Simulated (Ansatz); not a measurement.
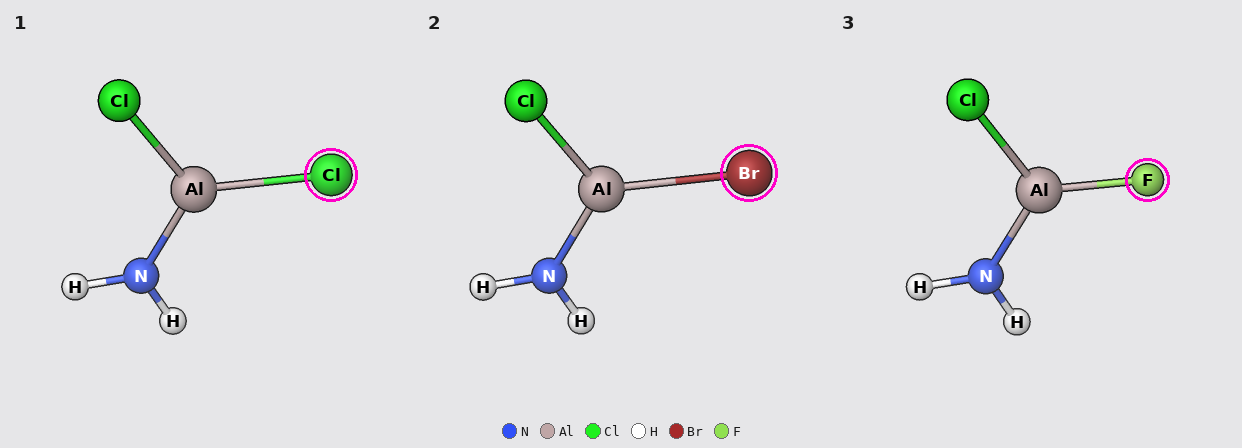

3 molecules with one skeleton, seen from the same side and at one scale; the atom that differs is circled. Each species is neutral and a spin singlet. Computed geometries: PBE0-D4/def2-TZVP optimisations, one conformation each. Properties computed with Ansatz 0.2.0.

One atom differs, called X below: Cl in panel 1, Br in panel 2, F in panel 3. Their formulas are AlCl2H2N (`[NH2][Al]([Cl])[Cl]`), AlBrClH2N (`[NH2][Al]([Cl])[Br]`), AlClFH2N (`[NH2][Al]([F])[Cl]`).

> Rank them by the dipole moment, lowest first (PBE-D4/def2-TZVPP).

2 (Br), 1 (Cl), 3 (F).

> Rank them by the length of X–Al, lowest first (PBE0-D4/def2-TZVP).

3 (F), 1 (Cl), 2 (Br).

Give the values. With PBE0-D4/def2-TZVP: length of X–Al (Å), angle X–Al–Cl (°). With PBE-D4/def2-TZVPP: dipole moment (D), HOMO energy (Kohn–Sham orbital) (eV), HOMO–LUMO gap (eV).

```json
{"quantity": "length of X–Al (Å)", "1 (Cl)": "2.082", "2 (Br)": "2.240", "3 (F)": "1.641"}
{"quantity": "angle X–Al–Cl (°)", "1 (Cl)": "119.9", "2 (Br)": "120.1", "3 (F)": "119.0"}
{"quantity": "dipole moment (D)", "1 (Cl)": "2.32", "2 (Br)": "2.27", "3 (F)": "2.43"}
{"quantity": "HOMO energy (Kohn–Sham orbital) (eV)", "1 (Cl)": "−6.60", "2 (Br)": "−6.59", "3 (F)": "−6.59"}
{"quantity": "HOMO–LUMO gap (eV)", "1 (Cl)": "5.16", "2 (Br)": "5.06", "3 (F)": "5.11"}
```
